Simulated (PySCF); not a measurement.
Input file:

```
{"job": {"kind": "sp", "xc": "wB97X", "basis": "def2-TZVP", "d3": "d3bj", "grid": 2}, "charge": 0, "multiplicity": 1}
O      1.694505     0.035143    -1.416027
C      1.860367    -0.206417    -0.259573
O      0.903081    -0.545809     0.618840
C     -0.425862    -0.562681     0.148763
C     -1.190350     0.594471     0.753887
F     -1.233318     0.519326     2.082204
F     -0.637527     1.762053     0.428761
F     -2.443689     0.582386     0.298337
H      2.835183    -0.200595     0.267207
H     -0.899408    -1.501309     0.466987
H     -0.455237    -0.472603    -0.946211
```

Launched as:

```sh
OMP_NUM_THREADS=1 python redox_run.py task.json out
```

Geometry: PBE0-D3(BJ)/def2-SVP.

Computed with DFT single point, gas phase, functional wB97X (PySCF 2.14.0, density-fitted response routines).

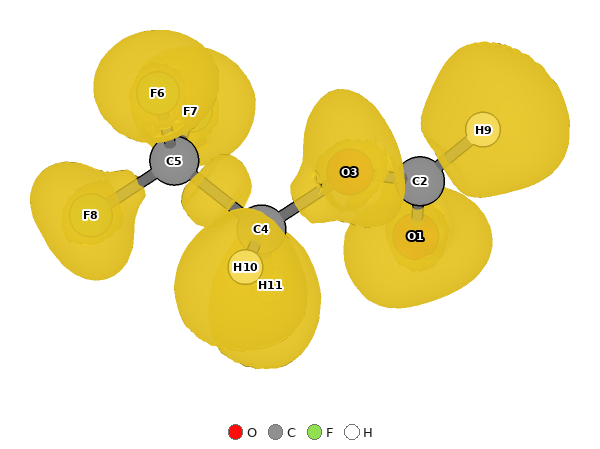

C3H3F3O2 (SMILES O=COCC(F)(F)F). Isosurface of the electron localisation function at 0.75 (yellow), seen at a tilt. Core shells and regions of very low density are left out.

Question: Describe the localisation domains.

Answer: The ELF exceeds this value in one region between bonded C–C atoms (shared pairs), three regions around hydrogen nuclei, three regions on F in which the atom's valence shell and bonds are merged and two regions on O in which the atom's valence shell and bonds are merged. Along the contacts the grid gives the following. C–O (1.19 Å): the ELF peaks at about 0.85 between the atoms: a multiple bond. C–F (1.33 Å): the ELF peaks at about 0.85 between the atoms, as expected for a polar covalent bond.
